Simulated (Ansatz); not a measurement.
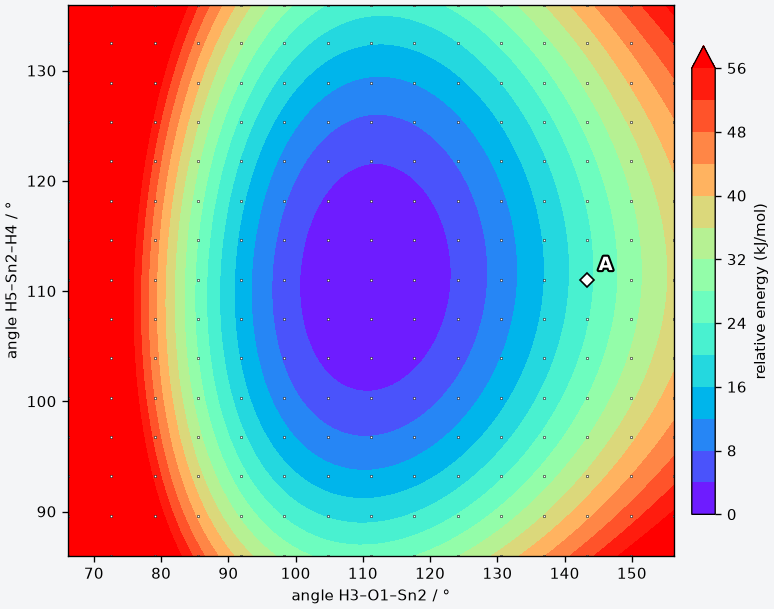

H₃OSn, SMILES [OH][SnH2], spin multiplicity 2. The first coordinate is: angle H3–O1–Sn2; the second: angle H5–Sn2–H4. Nothing is relaxed (all other coordinates rigid). Grid: 15 × 15 points. Points are written as (first, second). Energies: kJ/mol, counted from the lowest grid point. The calculation used Ansatz, UKS PBE-D4/def2-TZVP.

In the figure: filled contours, dots at the grid points, one colour for all values above the top of the scale, the point A. Between grid points the surface is interpolated.

> Which way does the force act at A, and how strong is it?

A, at (143.3°, 111.0°), is not a stationary point. The computed force is 1.1 kJ/mol for each degree towards smaller values of angle H3–O1–Sn2 and 0.064 kJ/mol for each degree towards larger values of angle H5–Sn2–H4.
